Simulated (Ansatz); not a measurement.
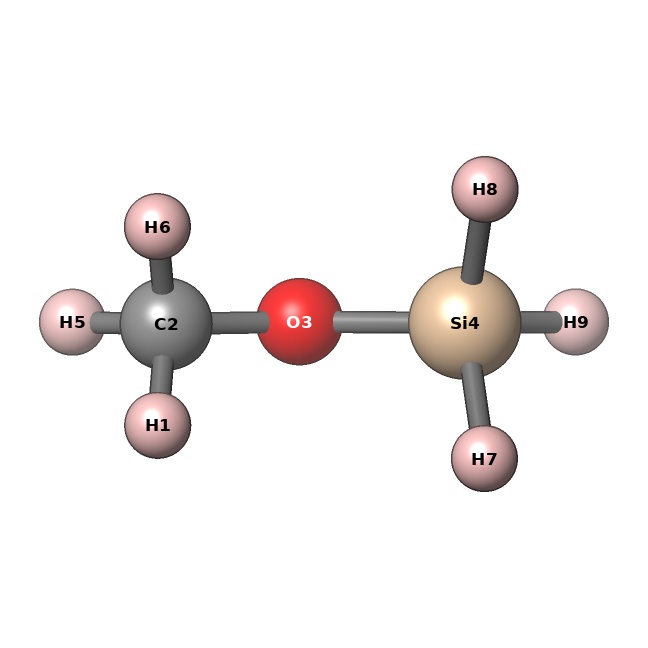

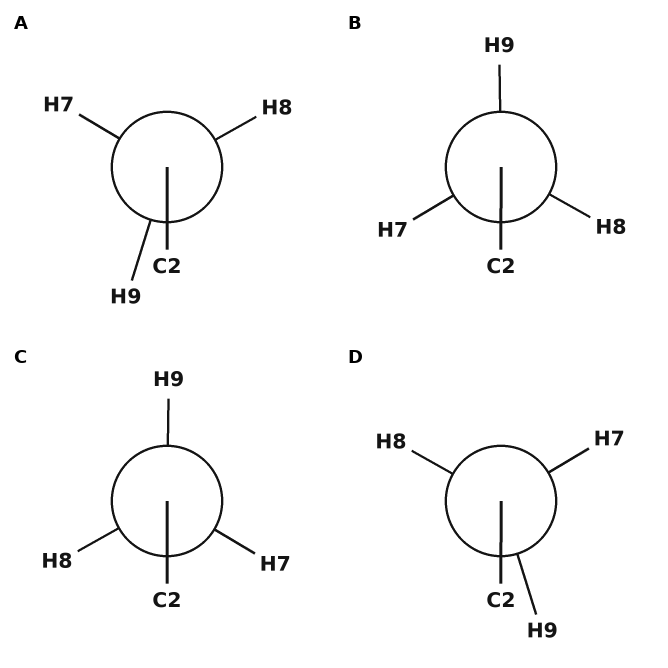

Distant atoms are faded towards the background colour. Bonds that would overlap in a projection are set slightly apart. The geometry was computed by an optimisation with PBE0-D4/def2-TZVP.

**Which Newman projection shows the view along O3–Si4, with O3 in front?**

B. The torsion angle C2–O3–Si4–H7 is 59°, synclinal (gauche).
